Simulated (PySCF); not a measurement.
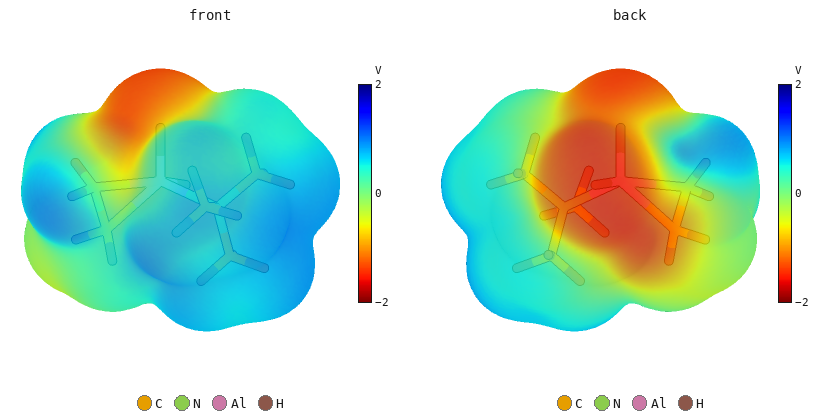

The picture shows: C4H15AlN2. The molecular electrostatic potential painted on the density surface at 0.001 e/bohr³, seen from the front and from behind; the colour scale runs from red (negative) to blue (positive).

Geometry: GFN2-xTB.

Theory: PBE0/pcSseg-1, SCF density, gas phase, non-relativistic in PySCF.

The calculation's input:

```
{"job": {"kind": "nmr", "xc": "PBE0", "basis": "pcSseg-1"}, "charge": 0, "multiplicity": 1}
C     -0.959253     1.293469    -0.235398
N     -0.899588    -0.126282     0.059764
C     -0.975843    -0.930523    -1.146530
C     -1.973296    -0.493149     0.965418
Al     0.815866    -0.624804     1.098741
C      2.296073    -0.163881    -0.208745
N      2.278450     0.998378     0.732878
H     -1.927947     1.582195    -0.658592
H     -0.168125     1.548497    -0.937157
H     -0.783571     1.844410     0.688100
H     -0.211133    -0.608018    -1.849938
H     -0.772026    -1.967550    -0.878116
H     -1.959940    -0.860251    -1.622300
H     -2.959284    -0.320087     0.521092
H     -1.867724    -1.545616     1.223844
H     -1.878290     0.087886     1.880745
H      0.525423    -2.155301     1.286631
H      0.515377     0.215235     2.393292
H      2.066162     0.230867    -1.207837
H      3.304610    -0.592177    -0.293212
H      2.841939     0.759499     1.544045
H      2.681708     1.846589     0.340365
```

Run with:

```sh
OMP_NUM_THREADS=1 python probes_run.py task.json out
```

Question: Which sites attract a positive test charge, and which a negative one?

Answer: A positive charge is drawn to the negative regions and a negative charge to the positive ones. The most negative region (about −1.5 V) lies over H17, the most positive (about +1.0 V) over H8, H13, H14 and H22.
